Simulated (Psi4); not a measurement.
**SiH (SMILES [SiH]): a chain of runs**

Aim: a structure relaxation (UTPSS-D3(BJ)/cc-pVTZ), then vibrational wavenumbers, then a single-point energy (UCCSD(T)/cc-pVDZ) of SiH. 

The results are computed with Psi4 1.11.

### Step 1. Starting point

The species is SiH (2 atoms), meant as a doublet with charge 0. SMILES: `[SiH]`. The coordinates come from a PBE0-D4/def2-TZVP relaxation. The run starts from this shape.

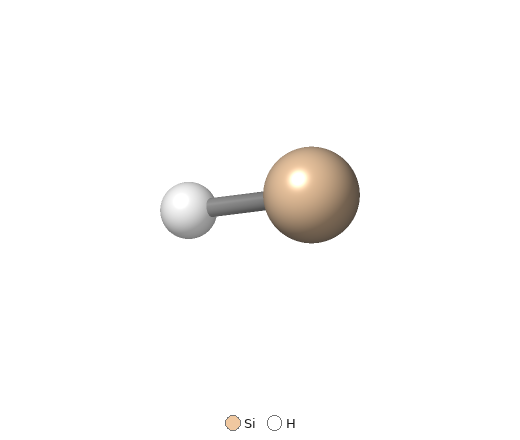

Viewed from a chosen angle; silicon light orange, hydrogen white.

### Step 2. A structure relaxation at UTPSS-D3(BJ)/cc-pVTZ (density fitting) (run 1)

Input file hsi.dat:

```
memory 1600 MB

molecule m {
  0 2
  Si
  H 1 1.53172
  units angstrom
}

set globals {
  basis        cc-pVTZ
  reference    uks
  geom_maxiter 60
}

optimize('tpss-d3bj')
```

Run with:

```console
$ psi4 -i hsi.dat -o hsi.out -n 1
```

hsi.out:

```text
[...]
  Running in c2v symmetry.
[...]
  Nuclear repulsion =    4.836707067466638
[...]
  Multiplicity = 2
[...]
  Nalpha       = 8
  Nbeta        = 7
[...]
    Number of basis functions: 48
[...]
   @DF-UKS iter   1:  -289.98777140088197   -3.06644e-01   9.05513e-03 ADIIS/DIIS
[...]
   @DF-UKS iter   6:  -290.01571620653760   -6.82121e-13   4.24291e-09 DIIS
[...]
   @S^2 Observed:                7.578476634E-01
[...]
    Orbital Energies [Eh]
    ---------------------
    Alpha Occupied:
       1A1   -65.728739     2A1    -5.143225     1B2    -3.524863
       1B1    -3.518163     3A1    -3.512415     4A1    -0.451356
       5A1    -0.254017     2B1    -0.170422
    Alpha Virtual:
       2B2    -0.148545     6A1     0.025171     7A1     0.144684
       3B1     0.175005     1A2     0.178058     3B2     0.181943
       8A1     0.185345     9A1     0.215964     4B1     0.228809
       4B2     0.233933    10A1     0.312636    11A1     0.456697
       5B2     0.731690     5B1     0.733544    12A1     0.922944
       2A2     0.932285    13A1     0.936173     6B2     0.938341
[...]
  @DF-UKS Final Energy:  -290.01571620653760
   => Energetics <=
    Nuclear Repulsion Energy =              4.8288218468972621
    One-Electron Energy =                -410.8605624521817390
    Two-Electron Energy =                 137.2179217184246909
    DFT Exchange-Correlation Energy =     -21.2013480341426330
    Empirical Dispersion Energy =          -0.0005492855351409
    VV10 Nonlocal Energy =                  0.0000000000000000
    Total Energy =                       -290.0157162065376042
  UHF NO Occupations:
  HONO-2 :    4 A1 1.9998886
  HONO-1 :    5 A1 1.9961820
[...]
 Multipole Moments:
 ------------------------------------------------------------------------------------
     Multipole            Electronic (a.u.)      Nuclear  (a.u.)        Total (a.u.)
 ------------------------------------------------------------------------------------
 L = 1.  Multiply by 2.5417464519 to convert [e a0] to [Debye]
 Dipole X            :          0.0000000            0.0000000            0.0000000
 Dipole Y            :          0.0000000            0.0000000            0.0000000
 Dipole Z            :         -1.3182888            1.3871121            0.0688233
 Magnitude           :                                                    0.0688233
[...]
  -Total Gradient:
     Atom            X                  Y                   Z
    ------   -----------------  -----------------  -----------------
       1       -0.000000000000     0.000000000000     0.000029481623
       2        0.000000000000     0.000000000000    -0.000029860280
[...]
    Final optimized geometry and variables:
    Molecular point group: c2v
    Full point group: C_inf_v
    Geometry (in Angstrom), charge = 0, multiplicity = 2:
    SI
    H             1    1.534221
    Psi4 run time: 0:00:06.31
```

The script printed:

```text
Optimizer: Optimization complete!
```

Wall time 7.2 s (1 thread of AMD EPYC 9R45 (Zen 5), shared host); peak memory 0.49 GiB.

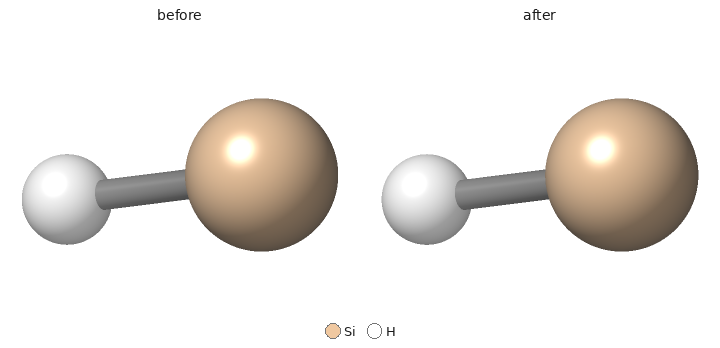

Before and after, at one scale.

After the run. Bond lengths: Si1–H2 1.534 Å.

### Step 3. The harmonic vibrations at UTPSS-D3(BJ)/cc-pVTZ (density fitting) (run 2)

Input file input.inp:

```
memory 1600 MB

molecule {
  0 2
  Si     0.000000     0.000000    -0.007667
  H      0.000000     0.000000     1.526554
  units angstrom
}

set {
  basis cc-pVTZ
  reference uks
  t 600.0
  rotational_symmetry_number 1
}

frequency('tpss-d3bj2b')
```

Run with:

```console
$ psi4 -i input.inp -o input.out -n 1
```

input.out (excerpt; [...] marks lines left out):

```text
[...]
  Running in c2v symmetry.
[...]
  Nuclear repulsion =    4.828822542110948
[...]
  Multiplicity = 2
[...]
  Nalpha       = 8
  Nbeta        = 7
[...]
    Number of basis functions: 48
[...]
   @DF-UKS iter   1:  -289.98785020564395   -3.07148e-01   9.04528e-03 ADIIS/DIIS
[...]
  Running in cs symmetry.
[...]
   @DF-UKS iter  10:  -290.01571620663714   -2.95586e-12   6.67034e-09 DIIS
[...]
   @S^2 Observed:                7.578476649E-01
[...]
  @DF-UKS Final Energy:  -290.01571620663714
   => Energetics <=
    Nuclear Repulsion Energy =              4.8288151603305520
    One-Electron Energy =                -410.8605487932809410
    Two-Electron Energy =                 137.2179143160554418
    DFT Exchange-Correlation Energy =     -21.2013476041205067
    Empirical Dispersion Energy =          -0.0005492856217074
    VV10 Nonlocal Energy =                  0.0000000000000000
    Total Energy =                       -290.0157162066371370
  UHF NO Occupations:
  HONO-2 :    5 Ap 1.9998886
  HONO-1 :    6 Ap 1.9961820
[...]
 Multipole Moments:
[...]
  -Total Gradient:
     Atom            X                  Y                   Z
    ------   -----------------  -----------------  -----------------
       1        0.000000000000     0.000000050506     0.000028884534
       2        0.000000000000    -0.000000051168    -0.000029263352
[...]
  ==> Harmonic Vibrational Analysis <==
[...]
  Freq [cm^-1]                2007.0248
[...]
  IR activ [km/mol]            272.9694
[...]
  Total E_0, Enthalpy at 0 [K]                                                         -290.01114387 [Eh]
[...]
  Total H, Enthalpy at  600.00 [K]                                                     -290.00441865 [Eh]
[...]
  Total G, Gibbs energy at  600.00 [K]                                                 -290.05316560 [Eh]
[...]
```

Wall time 16 s (1 thread of AMD EPYC 9R45 (Zen 5), shared host); peak memory 0.5 GiB.

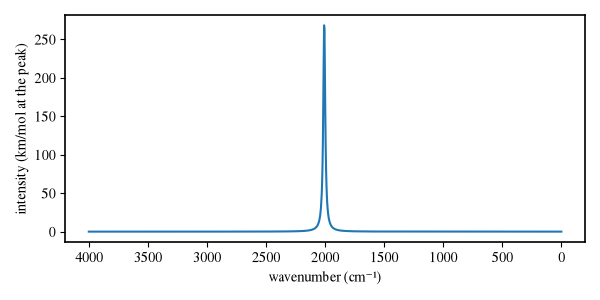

Harmonic infrared spectrum, unscaled, lines broadened by 10 cm⁻¹.

### Step 4. A single-point energy at UCCSD(T)/cc-pVDZ (run 3)

Input file calc.dat:

```
memory 1600 MB

molecule {
  0 2
  Si
  H 1 R2

  R2 = 1.534221
}

set {
  reference uhf
  scf_type pk
  freeze_core true
}

energy("ccsd(t)/cc-pVDZ")
print_variables()
```

Run with:

```console
$ psi4 calc.dat calc.out -n 1
```

calc.out:

```text
[...]
  Running in c2v symmetry.
[...]
  Nuclear repulsion =    4.828822542110946
[...]
  Multiplicity = 2
[...]
  Nalpha       = 8
  Nbeta        = 7
[...]
    Number of basis functions: 23
[...]
   @UHF iter   1:  -289.42166463664057   -5.98389e-01   5.26551e-03 ADIIS/DIIS
[...]
   @UHF iter  12:  -289.42920297364776   -2.84217e-13   3.76236e-09 DIIS
[...]
   @S^2 Observed:                7.660493732E-01
[...]
    Orbital Energies [Eh]
    ---------------------
    Alpha Occupied:
       1A1   -68.810167     2A1    -6.155023     1B2    -4.264154
       1B1    -4.255614     3A1    -4.252908     4A1    -0.655468
       5A1    -0.385526     2B2    -0.294840
    Alpha Virtual:
       2B1     0.004156     6A1     0.172646     7A1     0.367288
       8A1     0.445579     3B2     0.448188     3B1     0.480307
       4B2     0.509389     1A2     0.517923     9A1     0.519636
       4B1     0.533391    10A1     0.630021    11A1     0.980554
       5B1     1.672548     5B2     1.675200    12A1     2.142170
[...]
  @UHF Final Energy:  -289.42920297364776
   => Energetics <=
    Nuclear Repulsion Energy =              4.8288225421109461
    One-Electron Energy =                -410.7819486263445583
    Two-Electron Energy =                 116.5239231105858835
    Total Energy =                       -289.4292029736477048
  UHF NO Occupations:
  HONO-2 :    4 A1 1.9999115
  HONO-1 :    5 A1 1.9920327
  HONO-0 :    2 B2 1.0000000
  LUNO+0 :    6 A1 0.0079673
  LUNO+1 :    7 A1 0.0000885
[...]
 Multipole Moments:
 ------------------------------------------------------------------------------------
     Multipole            Electronic (a.u.)      Nuclear  (a.u.)        Total (a.u.)
 ------------------------------------------------------------------------------------
 L = 1.  Multiply by 2.5417464519 to convert [e a0] to [Debye]
 Dipole X            :          0.0000000            0.0000000            0.0000000
 Dipole Y            :          0.0000000            0.0000000            0.0000000
 Dipole Z            :         -1.2937195            1.3871119            0.0933924
 Magnitude           :                                                    0.0933924
[...]
      * MP2 total energy                      = -289.494057036574247
[...]
      * CCSD total energy                     = -289.518474227659055
[...]
      * CCSD(T) total energy                     = -289.520146554328448
[...]
```

It took 3.3 s on 1 thread of AMD EPYC 9R45 (Zen 5), shared host; peak memory 0.27 GiB.

### Step 5. What came out

```
                                                                           quantity             value
                               run 1, UTPSS-D3(BJ)/cc-pVTZ: total energy at the end     -290.01572 Eh
                                         run 1, UTPSS-D3(BJ)/cc-pVTZ: dipole moment            0.17 D
                    run 1, UTPSS-D3(BJ)/cc-pVTZ: HOMO energy (highest over α and β)          -4.64 eV
                     run 1, UTPSS-D3(BJ)/cc-pVTZ: LUMO energy (lowest over α and β)          -4.04 eV
                                           run 1, UTPSS-D3(BJ)/cc-pVTZ: bond length           1.534 Å
                                     run 1, UTPSS-D3(BJ)/cc-pVTZ: dispersion energy      -1.44 kJ/mol
                                                  run 1, UTPSS-D3(BJ)/cc-pVTZ: ⟨S²⟩             0.758
                                   run 2, UTPSS-D3(BJ)/cc-pVTZ: harmonic wavenumber         2007 cm⁻¹
                                     run 2, UTPSS-D3(BJ)/cc-pVTZ: zero-point energy       12.0 kJ/mol
run 2, UTPSS-D3(BJ)/cc-pVTZ: ideal-gas entropy at 600 K (symmetry number 1 as used)  51.0 cal/(mol K)
                                              run 3, UCCSD(T)/cc-pVDZ: total energy     -289.52015 Eh
run 3, UCCSD(T)/cc-pVDZ: HOMO energy (Hartree–Fock orbitals) (highest over α and β)          -8.02 eV
 run 3, UCCSD(T)/cc-pVDZ: LUMO energy (Hartree–Fock orbitals) (lowest over α and β)           0.11 eV
               run 3, UCCSD(T)/cc-pVDZ: correlation energy (5 core orbitals frozen)         -90.9 mEh
                                            run 3, UCCSD(T)/cc-pVDZ: (T) correction         -1.67 mEh
                         run 3, UCCSD(T)/cc-pVDZ: ⟨S²⟩ of the reference determinant             0.766
                                             run 3, UCCSD(T)/cc-pVDZ: T1 diagnostic             0.023
```

What this shows: The optimisation (run 1, UTPSS-D3(BJ)/cc-pVTZ) took 2 steps and changed the energy by -0.000 eV. The one mode (run 2, UTPSS-D3(BJ)/cc-pVTZ) is real, so the shape is a minimum at this level. The triples (run 3, UCCSD(T)/cc-pVDZ) make up 1.8 % of the correlation energy.
